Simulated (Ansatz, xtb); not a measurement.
**Ligand exchange: GaH(CH3)F + CHF3S → GaH(CH3)(SH) + CF4**

Species: GaH(CH3)F, singlet; CHF3S (trifluoromethanethiol) `FC(F)(F)S`, singlet; GaH(CH3)(SH), singlet; CF4 `FC(F)(F)F`, singlet. The partners trade F for SH: Ga–F and C–SH bonds give way to Ga–SH and C–F.

Shapes, held fixed at every level: PBE0-D4/def2-TZVP. Flexible molecules stand in one conformer, not always the lowest. Programs: Ansatz 0.2.0, xtb 6.7.1. Electronic energies: no zero-point or thermal term.

| level | kind | ΔE (kJ/mol) | less CCSD(T)/def2-TZVPP |
| --- | --- | --- | --- |
| GFN2-xTB | semi-empirical | +62.2 | +99.5 |
| HF/def2-TZVPP | Hartree–Fock | -50.6 | -13.3 |
| SPW92/def2-TZVPP | LDA | -39.5 | -2.2 |
| PBE-D4/def2-TZVPP | GGA | -28.5 | +8.8 |
| CCSD(T)/def2-SVP | coupled cluster or CI | -51.7 | -14.4 |
| CCSD/def2-SVP | coupled cluster or CI | -51.8 | -14.5 |
| CCSD/def2-TZVPP | coupled cluster or CI | -39.0 | -1.7 |
| CCSD(T)/def2-TZVPP | coupled cluster or CI | -37.3 | 0.0 |

The highest level, CCSD(T)/def2-TZVPP, gives ΔE = -37.3 kJ/mol; the levels span -51.8 to +62.2. They disagree on the sign: 1 of 8 are positive. GFN2-xTB strays far from the other rows. The column of differences is taken from that level and isn't an error. No measured value is set beside it here. Relativity is left out for Ga. Outer-core shells of Ga are correlated in most correlated rows, in sets that cover them unevenly.

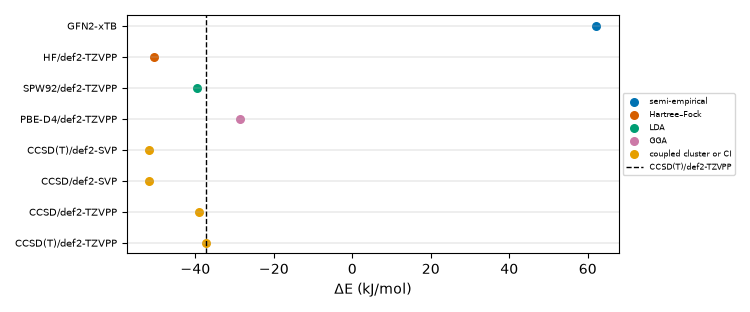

The values of the table, level by level.
